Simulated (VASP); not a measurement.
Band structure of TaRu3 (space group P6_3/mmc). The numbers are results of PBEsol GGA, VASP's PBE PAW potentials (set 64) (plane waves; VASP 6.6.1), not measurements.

Unless said otherwise, spin-orbit coupling is left out, though it shifts the bands of the heavy elements here.

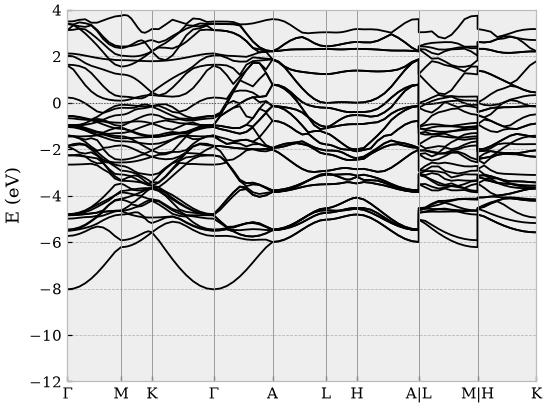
Bands along high-symmetry lines, zero at the valence-band maximum or, without a gap, the Fermi level

**Question.** Read the plot: is there a gap, and where are the band edges?

**Answer.** It has no gap at this level: it comes out as a metal or semimetal. (Edges off the drawn lines would not show.)

The structure comes from a computed database's TaRu3 entry (P6_3/mmc); how it stands against other phases isn't given here. It was relaxed first.
